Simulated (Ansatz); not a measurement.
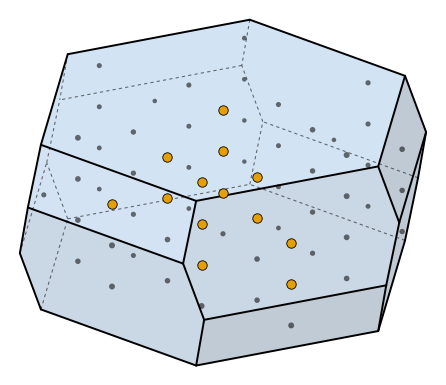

The Γ-centred 4×4×4 k-point mesh of a calculation on K2IF (DFT, HSE06, plane waves, PAW in Ansatz 0.2.0), folded into the first Brillouin zone of the 4-atom cell that was run; each point of the zone's surface is drawn once. One point of each star is marked in colour. Space group R-3m. The structure was generated and need not be a known form of this composition.

```
CELL_PARAMETERS angstrom
2.16868 1.25209 7.30610
-2.16868 1.25209 7.30610
0.00000 -2.50417 7.30610
ATOMIC_POSITIONS crystal
F 0.00000 0.00000 0.00000
I 0.50000 0.50000 0.50000
K 0.27250 0.27250 0.27250
K 0.72750 0.72750 0.72750
```

To how many irreducible points do the crystal's point group and time reversal reduce the mesh (magnetic order left aside)?

13 of 64.

List one member of each star with its weight, in the reciprocal vectors of this cell.

```json
{"k₁": "0", "k₂": "0", "k₃": "0", "weight": "1"}
{"k₁": "1/4", "k₂": "1/4", "k₃": "1/4", "weight": "2"}
{"k₁": "1/4", "k₂": "0", "k₃": "0", "weight": "6"}
{"k₁": "1/2", "k₂": "1/2", "k₃": "1/2", "weight": "1"}
{"k₁": "1/4", "k₂": "0", "k₃": "1/4", "weight": "6"}
{"k₁": "1/2", "k₂": "1/4", "k₃": "1/4", "weight": "6"}
{"k₁": "1/2", "k₂": "1/4", "k₃": "1/2", "weight": "6"}
{"k₁": "1/4", "k₂": "−1/4", "k₃": "0", "weight": "6"}
{"k₁": "1/2", "k₂": "0", "k₃": "1/4", "weight": "12"}
{"k₁": "1/4", "k₂": "−1/4", "k₃": "−1/4", "weight": "6"}
{"k₁": "3/4", "k₂": "1/4", "k₃": "1/2", "weight": "6"}
{"k₁": "1/2", "k₂": "0", "k₃": "0", "weight": "3"}
{"k₁": "1/2", "k₂": "0", "k₃": "1/2", "weight": "3"}
```

How fine is the mesh?

Spacing |bᵢ|/nᵢ = 0.424, 0.424, 0.424 1/Å (2π included).
